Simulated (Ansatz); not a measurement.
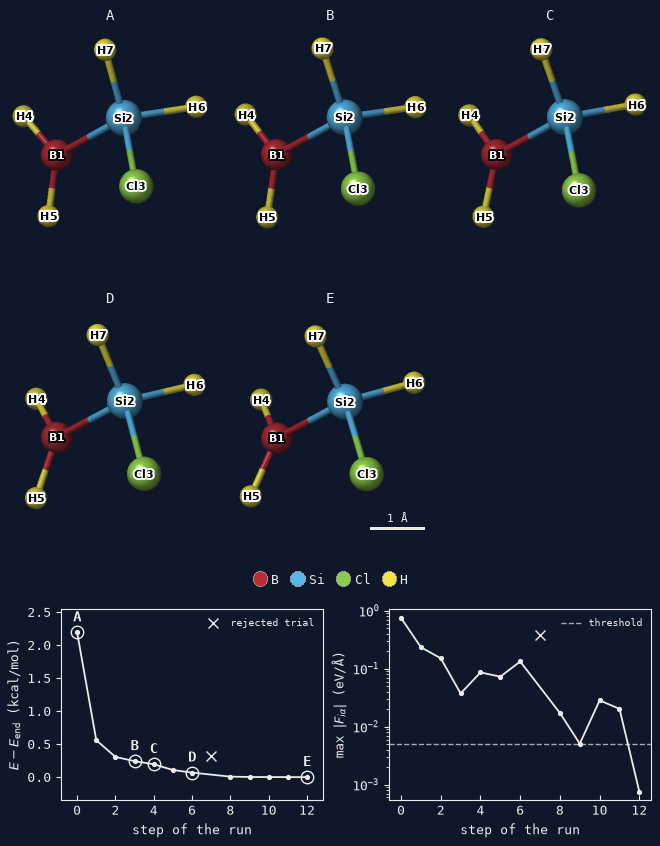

Frames of a relaxation of BSiH$_{4}$Cl, marked on the history of the run. Style: ball-and-stick. Shown from a free direction.

Method: RKS PBE0-D4/def2-TZVP in Ansatz 0.2.0.

Input file:
```yaml
crystal:
  periodic: [false, false, false]
  atoms:
    - {symbol: B, position_ang: [-1.035840, 0.026430, -0.669760]}
    - {symbol: Si, position_ang: [0.573270, -0.137390, 0.431270]}
    - {symbol: Cl, position_ang: [1.819130, 1.463590, 0.197170]}
    - {symbol: H, position_ang: [-1.602360, -0.924570, -1.046080]}
    - {symbol: H, position_ang: [-1.491070, 1.062780, -0.960280]}
    - {symbol: H, position_ang: [0.294840, -0.195890, 1.876350]}
    - {symbol: H, position_ang: [1.442030, -1.294960, 0.171320]}
basis:
  gaussian: {orbitals: def2-TZVP}
hamiltonian: {xc: pbe0, dispersion: d4}
relax: {f_tol: 0.005, max_steps: 200}
```

Run as
```bash
ansatz run in.yaml --threads 2 --pin off --events-out ev --progress --plain --max-ram 4352MiB
```

Q: What happens along the run?

A: The energy falls by 2.19 kcal/mol in 11 accepted moves (12 points after the start). The largest force component goes from 0.75 to 0.00076 eV/Å. The line search rejected the trial step at point 7 of the run. The atom that moves furthest after the best rigid fit is H4 (0.40 Å). Largest moves by element: H 0.40 Å, Cl 0.21 Å, Si 0.06 Å, B 0.01 Å. Near-neighbour distances that change, for instance: B1–Si2 1.957 → 2.003 Å, B1–H4 1.169 → 1.197 Å, B1–H5 1.169 → 1.193 Å, Si2–Cl3 2.042 → 2.064 Å. Bond angles that change, for instance: B1–Si2–H7 116.9° → 110.0°, Cl3–Si2–H7 103.7° → 107.4°, B1–Si2–H6 113.6° → 110.0°. Groups turn about B1–Si2 by about 30°. The run took 21 s on 2 threads of Intel Xeon 6975P-C, on a shared host. From step 0 to 3: H4 moves most (0.08 Å), energy −1.95 kcal/mol. From step 3 to 4: H5 moves most (0.11 Å), energy −0.05 kcal/mol. From step 4 to 6: H atoms move most (0.16 Å), energy −0.13 kcal/mol. From step 6 to 12: H5 moves most (0.11 Å), energy −0.07 kcal/mol.

```tsv
step	E − E(0), kcal/mol	largest force component, eV/Å	note
0	0.00	0.7503	
1	-1.63	0.2344	
2	-1.89	0.1511	
3	-1.95	0.0374	
4	-2.00	0.0863	
5	-2.08	0.0729	
6	-2.12	0.1332	
7	-1.87	0.3752	rejected
8	-2.18	0.0172	
9	-2.19	0.0051	
10	-2.19	0.0284	
11	-2.19	0.0203	
12	-2.19	0.0008
```
